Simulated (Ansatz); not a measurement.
# FH3Si···CH4O···HF: what the fields show

Input

```
crystal:
  periodic: [false, false, false]
  atoms:
    - { symbol: Si, position_ang: [-0.286547, 1.086367, 1.808371] }
    - { symbol: O, position_ang: [-0.776686, -0.947976, -0.430688] }
    - { symbol: C, position_ang: [-0.587113, -0.292222, -1.656497] }
    - { symbol: H, position_ang: [-1.288264, 1.621794, 0.850986] }
    - { symbol: H, position_ang: [0.008584, 2.108262, 2.854871] }
    - { symbol: H, position_ang: [-0.696468, -0.192168, 2.442912] }
    - { symbol: H, position_ang: [2.094717, -0.782483, -0.046828] }
    - { symbol: F, position_ang: [1.155825, 0.865034, 1.008959] }
    - { symbol: H, position_ang: [-0.068401, -1.60117, -0.340293] }
    - { symbol: F, position_ang: [2.102219, -1.577269, -0.492671] }
    - { symbol: H, position_ang: [-1.378095, 0.467214, -1.75788] }
    - { symbol: H, position_ang: [0.389161, 0.222203, -1.720176] }
    - { symbol: H, position_ang: [-0.668931, -0.977685, -2.521067] }
basis:
  gaussian: { orbitals: def2-SVP }
hamiltonian:
  xc: pbe0
  dispersion: d4
relax:
  f_tol: 0.03
  max_steps: 50
output:
  orbitals: {}
```

Command:

```sh
ansatz run input.yaml --threads 2 --pin off --max-ram 3072MiB --backend cpu --events-out ev --progress --plain --runs-dir out
```

The fields are those of the relaxed geometry.

Method: Ansatz 0.2.0, RKS PBE0-D4/def2-SVP.

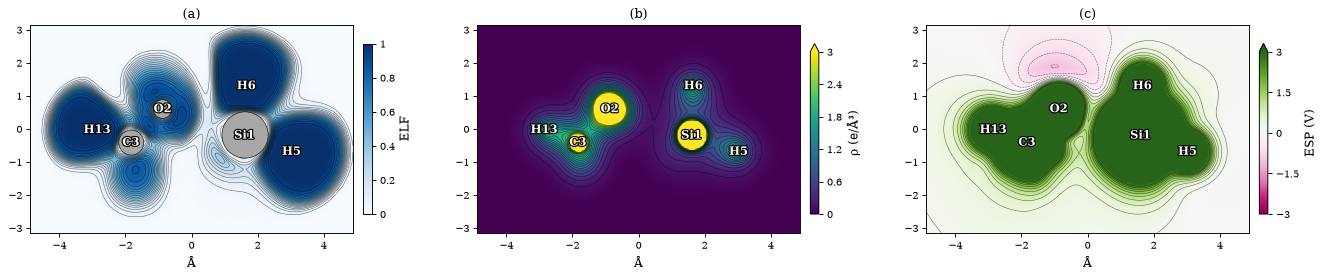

Figure 1. (a) ELF; (b) electron density; (c) molecular electrostatic potential on the plane of atoms H5, Si1 and H6. Grey discs cover the atomic cores in the ELF map.

What does the map show?

Answer.
- The plane passes through Si, O, C and H nuclei.
- C–O (1.40 Å): ρ is about 2.1 e/Å³ halfway, with its minimum of 1.8 e/Å³ about 0.5 Å from C; the ELF peaks at about 0.90 between the atoms, as expected for a polar covalent bond.
- C–H (1.10 Å): ρ at the midpoint is about 1.9 e/Å³; the ELF climbs to about 1 towards the hydrogen, as it does in any bond to H; a covalent bond by its length.
- Si–H (1.48 Å): the density is about 0.8 e/Å³ at the midpoint; the ELF climbs to about 1 towards the hydrogen.
- The ELF also peaks beside O2, away from the bonds: lone-pair regions.
- Outside the dense part of the complex the potential is most negative (−1.0 V) near O2.

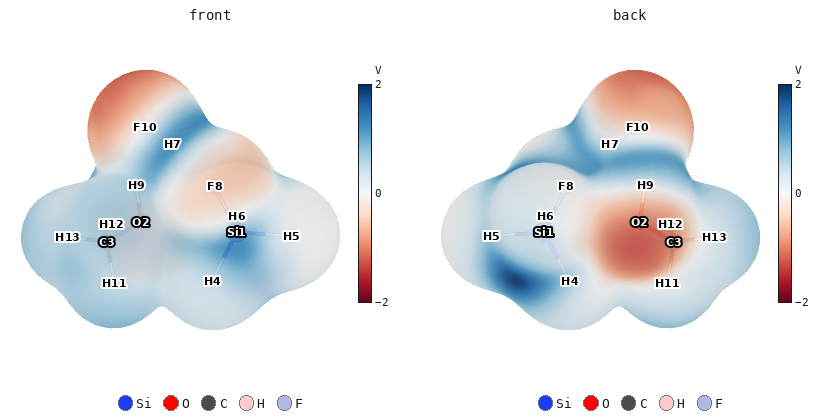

Figure 2. The electrostatic potential painted on the density surface at 0.002 e/bohr³, seen from the front and from behind; red is negative and blue positive.

Describe the electrostatic potential map.

Answer. The most negative region (about −1.3 V, or −30 kcal/mol for a unit charge) lies over O2, the most positive (about +1.7 V, or +39 kcal/mol for a unit charge) over Si1. O2 is the likeliest acceptor of a hydrogen bond.

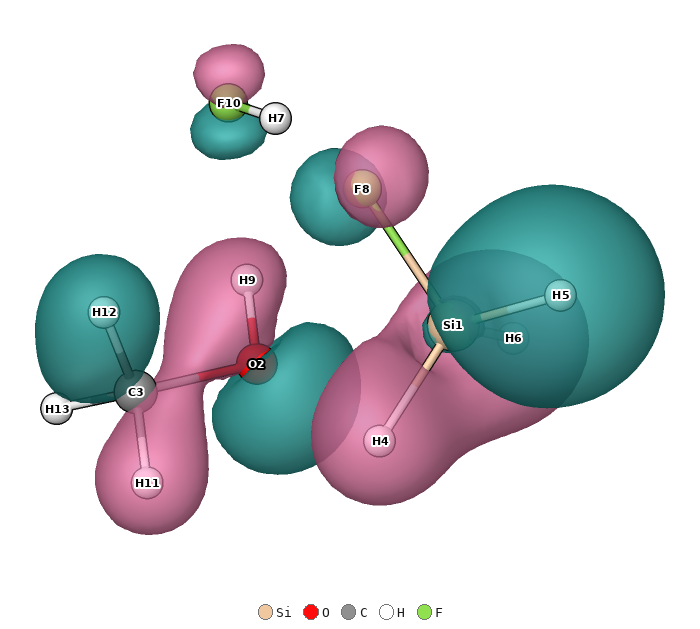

Figure 3. The HOMO−1 at ±0.1 Å⁻³ᐟ² (teal and pink are the two phases), seen at a tilt.

What is the character of this orbital?

Answer. It lies mainly on Si1 (about 25 %), H5 (about 25 %), O2 (about 20 %) and H6 (about 10 %). Its energy is −9.20 eV.
